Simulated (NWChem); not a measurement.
# Energy and gradient calculation of C3H5P (part 2 of 2)

C3H5P, SMILES C=CC=P; HF/3-21G, RHF (NWChem 7.3.0). The geometry comes from this level: GFN2-xTB.

Geometry of the input (Å):
```
C  1.4275  0.6164  -0.1844
C  0.1225  0.4185  0.0106
C  -0.4875  -0.8758  0.0148
P  -2.1202  -1.2160  0.2517
H  2.1013  -0.2074  -0.3529
H  1.8608  1.6014  -0.1828
H  -0.5329  1.2654  0.1774
H  0.1738  -1.7180  -0.1506
H  -2.5452  0.1155  0.4161
```

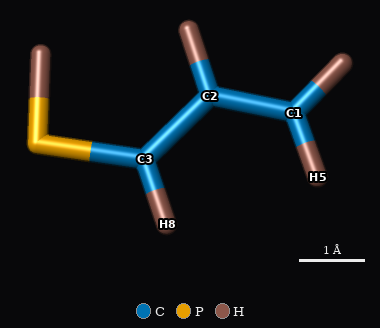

Fig. 1: The structure as given in the input (stick view, seen at a tilt; atoms are numbered from 1 in the order of the input).

## The program's output, continued
```
 Vector   12  Occ=2.000000D+00  E=-7.614232D-01
              MO Center= -4.6D-01, -3.3D-01,  5.0D-02, r^2= 3.1D+00
   Bfn.  Coefficient  Atom+Function         Bfn.  Coefficient  Atom+Function
  ----- ------------  ---------------      ----- ------------  ---------------
    24      0.281781  3 C  s                 15     -0.202930  2 C  s
    37     -0.203505  4 P  s                 33     -0.179536  4 P  s
    13     -0.171169  2 C  py                47      0.165686  8 H  s
    21      0.160155  3 C  px                29      0.153802  4 P  s

 Vector   13  Occ=2.000000D+00  E=-6.390410D-01
              MO Center=  3.6D-01, -2.7D-02, -5.9D-02, r^2= 3.6D+00
   Bfn.  Coefficient  Atom+Function         Bfn.  Coefficient  Atom+Function
  ----- ------------  ---------------      ----- ------------  ---------------
     4      0.259555  1 C  py                22     -0.222676  3 C  py
    13      0.204462  2 C  py                 8      0.194998  1 C  py
    26     -0.191865  3 C  py                24      0.162053  3 C  s
    41     -0.152940  5 H  s

 Vector   14  Occ=2.000000D+00  E=-6.301637D-01
              MO Center=  6.1D-01,  3.8D-01, -7.1D-02, r^2= 2.9D+00
   Bfn.  Coefficient  Atom+Function         Bfn.  Coefficient  Atom+Function
  ----- ------------  ---------------      ----- ------------  ---------------
     3      0.330017  1 C  px                12     -0.317505  2 C  px
    16     -0.198529  2 C  px                 7      0.189959  1 C  px
    37     -0.185832  4 P  s                 22      0.152336  3 C  py
    43      0.151340  6 H  s

 Vector   15  Occ=2.000000D+00  E=-5.292996D-01
              MO Center=  5.3D-01,  3.9D-01, -5.7D-02, r^2= 3.2D+00
   Bfn.  Coefficient  Atom+Function         Bfn.  Coefficient  Atom+Function
  ----- ------------  ---------------      ----- ------------  ---------------
     8      0.269425  1 C  py                 4      0.245903  1 C  py
    13     -0.232659  2 C  py                17     -0.232302  2 C  py
    45     -0.179655  7 H  s                 41     -0.178680  5 H  s
    22      0.174513  3 C  py                43      0.163207  6 H  s
    42     -0.157341  5 H  s

 Vector   16  Occ=2.000000D+00  E=-5.088289D-01
              MO Center= -1.2D+00, -6.2D-01,  1.4D-01, r^2= 2.9D+00
   Bfn.  Coefficient  Atom+Function         Bfn.  Coefficient  Atom+Function
  ----- ------------  ---------------      ----- ------------  ---------------
    25      0.375806  3 C  px                21      0.282226  3 C  px
    34     -0.259799  4 P  px                50      0.259367  9 H  s
    24     -0.203698  3 C  s                 47      0.175555  8 H  s
    49      0.172851  9 H  s                 37      0.171707  4 P  s
    16     -0.164254  2 C  px

 Vector   17  Occ=2.000000D+00  E=-4.547531D-01
              MO Center=  3.3D-02, -5.8D-02, -9.6D-03, r^2= 2.5D+00
   Bfn.  Coefficient  Atom+Function         Bfn.  Coefficient  Atom+Function
  ----- ------------  ---------------      ----- ------------  ---------------
    18      0.289005  2 C  pz                14      0.281483  2 C  pz
    27      0.252967  3 C  pz                 9      0.228443  1 C  pz
    23      0.220059  3 C  pz                 5      0.211456  1 C  pz

 Vector   18  Occ=2.000000D+00  E=-3.887861D-01
              MO Center= -2.2D+00, -1.3D+00,  2.5D-01, r^2= 2.2D+00
   Bfn.  Coefficient  Atom+Function         Bfn.  Coefficient  Atom+Function
  ----- ------------  ---------------      ----- ------------  ---------------
    37      0.561319  4 P  s                 35     -0.353371  4 P  py
    50     -0.283259  9 H  s                 39     -0.279485  4 P  py
    29     -0.177157  4 P  s                 31      0.177665  4 P  py
    34     -0.175669  4 P  px                33      0.172237  4 P  s
    15      0.166525  2 C  s                 24     -0.163298  3 C  s

 Vector   19  Occ=2.000000D+00  E=-3.131999D-01
              MO Center= -6.4D-01, -5.1D-01,  6.6D-02, r^2= 4.2D+00
   Bfn.  Coefficient  Atom+Function         Bfn.  Coefficient  Atom+Function
  ----- ------------  ---------------      ----- ------------  ---------------
    40      0.371692  4 P  pz                36      0.304389  4 P  pz
     9     -0.288186  1 C  pz                27      0.288428  3 C  pz
     5     -0.227224  1 C  pz                18     -0.219212  2 C  pz
    23      0.188597  3 C  pz                32     -0.157591  4 P  pz
    14     -0.155984  2 C  pz

 Vector   20  Occ=0.000000D+00  E= 4.985768D-02
              MO Center= -7.3D-01, -6.2D-01,  7.3D-02, r^2= 4.4D+00
   Bfn.  Coefficient  Atom+Function         Bfn.  Coefficient  Atom+Function
  ----- ------------  ---------------      ----- ------------  ---------------
    40      0.565081  4 P  pz                27     -0.497149  3 C  pz
     9      0.404969  1 C  pz                36      0.269639  4 P  pz
    23     -0.259964  3 C  pz                 5      0.216529  1 C  pz
    18     -0.165523  2 C  pz

 Vector   21  Occ=0.000000D+00  E= 2.012337D-01
              MO Center= -2.0D+00, -9.0D-01,  2.6D-01, r^2= 4.0D+00
   Bfn.  Coefficient  Atom+Function         Bfn.  Coefficient  Atom+Function
  ----- ------------  ---------------      ----- ------------  ---------------
    50      1.152866  9 H  s                 38      0.969020  4 P  px
    24     -0.888257  3 C  s                 39     -0.784770  4 P  py
    17     -0.400422  2 C  py                46      0.391829  7 H  s
    25      0.221873  3 C  px                40     -0.211737  4 P  pz
    35     -0.185661  4 P  py                42     -0.185230  5 H  s

 Vector   22  Occ=0.000000D+00  E= 2.226103D-01
              MO Center=  2.2D-01,  1.2D-01, -2.7D-02, r^2= 3.2D+00
   Bfn.  Coefficient  Atom+Function         Bfn.  Coefficient  Atom+Function
  ----- ------------  ---------------      ----- ------------  ---------------
    18      0.838498  2 C  pz                 9     -0.637384  1 C  pz
    27     -0.616376  3 C  pz                40      0.334626  4 P  pz
    14      0.315024  2 C  pz                 5     -0.212814  1 C  pz
    23     -0.211158  3 C  pz

 Vector   23  Occ=0.000000D+00  E= 2.670154D-01
              MO Center= -2.1D-01, -8.6D-01, -2.9D-02, r^2= 6.0D+00
   Bfn.  Coefficient  Atom+Function         Bfn.  Coefficient  Atom+Function
  ----- ------------  ---------------      ----- ------------  ---------------
    24      1.291031  3 C  s                 37     -1.118549  4 P  s
    48     -1.078448  8 H  s                 26     -0.873526  3 C  py
     6      0.837733  1 C  s                 38     -0.802736  4 P  px
    42     -0.774604  5 H  s                 50      0.640915  9 H  s
    44     -0.524126  6 H  s                 15      0.479673  2 C  s

 Vector   24  Occ=0.000000D+00  E= 2.898947D-01
              MO Center=  1.6D-01,  5.4D-01,  1.4D-02, r^2= 5.9D+00
   Bfn.  Coefficient  Atom+Function         Bfn.  Coefficient  Atom+Function
  ----- ------------  ---------------      ----- ------------  ---------------
    46      1.136231  7 H  s                 44      1.121061  6 H  s
     6     -0.832045  1 C  s                 48     -0.827617  8 H  s
    15     -0.783766  2 C  s                 50     -0.657870  9 H  s
    39      0.619855  4 P  py                 8     -0.610862  1 C  py
    37      0.595873  4 P  s                 16      0.548282  2 C  px

 Vector   25  Occ=0.000000D+00  E= 3.102999D-01
              MO Center= -9.7D-02, -2.1D-01, -2.4D-04, r^2= 8.2D+00
   Bfn.  Coefficient  Atom+Function         Bfn.  Coefficient  Atom+Function
  ----- ------------  ---------------      ----- ------------  ---------------
    37      1.523131  4 P  s                  6      1.306494  1 C  s
    42     -1.174775  5 H  s                 38      0.950247  4 P  px
    24     -0.939935  3 C  s                 50     -0.891761  9 H  s
    25      0.868474  3 C  px                39      0.866064  4 P  py
    44     -0.779224  6 H  s                  7      0.644229  1 C  px

 Vector   26  Occ=0.000000D+00  E= 3.488685D-01
              MO Center=  4.8D-01, -7.5D-01, -1.3D-01, r^2= 5.3D+00
   Bfn.  Coefficient  Atom+Function         Bfn.  Coefficient  Atom+Function
  ----- ------------  ---------------      ----- ------------  ---------------
    48      1.483172  8 H  s                 42     -1.174227  5 H  s
     6      1.046694  1 C  s                 25     -0.981194  3 C  px
    15     -0.864956  2 C  s                 46      0.755737  7 H  s
     8     -0.653273  1 C  py                38     -0.641694  4 P  px
    37     -0.619060  4 P  s                 26      0.551660  3 C  py

 Vector   27  Occ=0.000000D+00  E= 3.735067D-01
              MO Center=  6.5D-01,  1.3D+00, -1.4D-02, r^2= 4.1D+00
   Bfn.  Coefficient  Atom+Function         Bfn.  Coefficient  Atom+Function
  ----- ------------  ---------------      ----- ------------  ---------------
    15      1.756836  2 C  s                 44      1.485423  6 H  s
    46     -1.483533  7 H  s                  8     -1.186224  1 C  py
    42     -0.775534  5 H  s                 16     -0.625785  2 C  px
    26     -0.604706  3 C  py                 6     -0.582903  1 C  s
    17      0.507802  2 C  py                24     -0.352711  3 C  s

 Vector   28  Occ=0.000000D+00  E= 5.223398D-01
              MO Center=  1.8D-01, -3.1D-01, -5.1D-02, r^2= 5.2D+00
   Bfn.  Coefficient  Atom+Function         Bfn.  Coefficient  Atom+Function
  ----- ------------  ---------------      ----- ------------  ---------------
    15      2.973752  2 C  s                 17     -1.867777  2 C  py
    24     -1.724131  3 C  s                  6     -1.521080  1 C  s
     7      1.309201  1 C  px                25     -1.301293  3 C  px
    26     -1.228995  3 C  py                 8      1.169901  1 C  py
    16      1.059425  2 C  px                46      1.000321  7 H  s

 Vector   29  Occ=0.000000D+00  E= 5.405452D-01
              MO Center= -7.0D-01, -1.4D-01,  1.0D-01, r^2= 5.4D+00
   Bfn.  Coefficient  Atom+Function         Bfn.  Coefficient  Atom+Function
  ----- ------------  ---------------      ----- ------------  ---------------
    16      2.070564  2 C  px                 7      1.650423  1 C  px
     6     -1.581112  1 C  s                 24      1.552334  3 C  s
    26      1.539580  3 C  py                17      1.381736  2 C  py
    37     -1.352887  4 P  s                 39     -1.199812  4 P  py
    33      0.819829  4 P  s                 42     -0.764684  5 H  s

 center of mass
 --------------
 x =  -1.36077436 y =  -0.91029349 z =   0.15208180

 moments of inertia (a.u.)
 ------------------
         194.549086430715        -258.759833461703          63.794310033792
        -258.759833461703         523.028512134462          27.996696053044
          63.794310033792          27.996696053044         701.179943238012

  Mulliken analysis of the total density
  --------------------------------------

    Atom       Charge   Shell Charges
 -----------   ------   -------------------------------------------------------
    1 C    6     6.39   1.99  0.40  1.58  0.96  1.46
    2 C    6     6.24   1.99  0.40  1.62  0.91  1.33
    3 C    6     6.71   1.99  0.38  1.53  1.10  1.70
    4 P   15    14.52   2.00  1.97  5.87  0.82  1.76  0.92  1.18
    5 H    1     0.78   0.47  0.30
    6 H    1     0.77   0.48  0.29
    7 H    1     0.75   0.47  0.28
    8 H    1     0.73   0.47  0.27
    9 H    1     1.11   0.45  0.66

       Multipole analysis of the density wrt the origin
       ------------------------------------------------

     L   x y z        total         open         nuclear
     -   - - -        -----         ----         -------
     0   0 0 0     -0.000000      0.000000     38.000000

     1   1 0 0      0.743346      0.000000    -46.054266
     1   0 1 0      0.513318      0.000000    -30.666851
     1   0 0 1     -0.081813      0.000000      5.157365

     2   2 0 0    -25.406405      0.000000    342.261454
     2   1 1 0     -2.977205      0.000000    171.761277
     2   1 0 1     -0.420779      0.000000    -42.427084
     2   0 2 0    -25.132170      0.000000    133.148721
     2   0 1 1      0.587671      0.000000    -17.898745
     2   0 0 2    -26.570311      0.000000      5.504514

                              NWChem Gradients Module
                              -----------------------

                                       C3H5P

  wavefunction    =   RHF

                         RHF ENERGY GRADIENTS

    atom               coordinates                        gradient
                 x          y          z           x          y          z
   1 C       2.697565   1.164770  -0.348428    0.007641   0.001286  -0.001039
   2 C       0.231397   0.790926   0.020126   -0.016266  -0.018729   0.001210
   3 C      -0.921185  -1.654984   0.028025   -0.007681   0.013263   0.002071
   4 P      -4.006654  -2.297888   0.475625    0.008471   0.013267  -0.000408
   5 H       3.970825  -0.391910  -0.666941    0.001467  -0.002267  -0.000442
   6 H       3.516402   3.026188  -0.345385    0.001812   0.002597  -0.000126
   7 H      -1.006978   2.391184   0.335200   -0.004881   0.004745   0.001144
   8 H       0.328415  -3.246568  -0.284517    0.003319  -0.004701  -0.000780
   9 H      -4.809787   0.218301   0.786296    0.006118  -0.009462  -0.001632

                 ----------------------------------------
                 |  Time  |  1-e(secs)   |  2-e(secs)   |
                 ----------------------------------------
                 |  CPU   |       0.00   |       0.20   |
                 ----------------------------------------
                 |  WALL  |       0.00   |       0.20   |
                 ----------------------------------------

 Task  times  cpu:        1.6s     wall:        1.6s
 Total times  cpu:        1.6s     wall:        1.6s
```

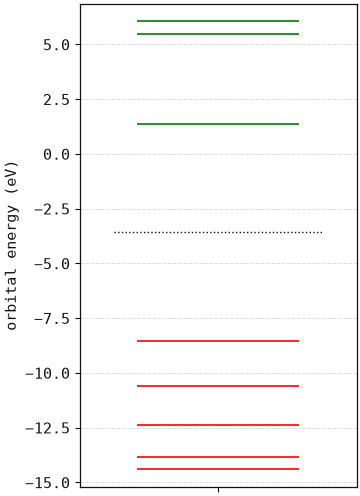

Fig. 2: Orbital energies near the frontier; the dotted line parts filled from empty levels, and levels within 0.02 eV of each other stand side by side. Highest filled −8.52 eV, lowest empty 1.36 eV, 9.88 eV apart.

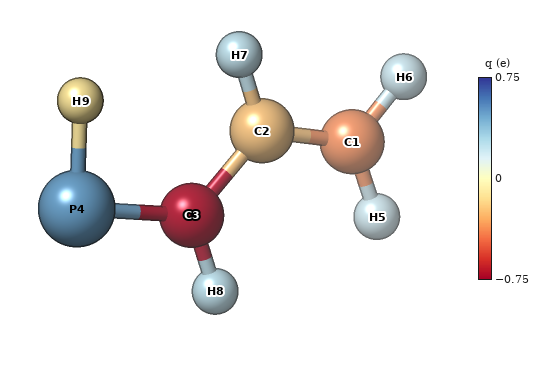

Fig. 3: Mulliken charges, as the colour of each atom (ball-and-stick view, seen at a tilt; atoms are numbered from 1 in the order of the input). By element: C −0.71 to −0.24, P +0.48 and H −0.11 to +0.27 e.

## Results in brief

| quantity | value |
| --- | --- |
| outcome | converged |
| total energy | −454.803165 hartree |
| basis functions | 50 |
| largest force | 1.277 eV/Å |
| HOMO | −8.52 eV |
| LUMO | 1.36 eV |
| dipole moment | 2.31 D |
| wall time | 2.1 s |
| peak memory | 0.099 GiB |
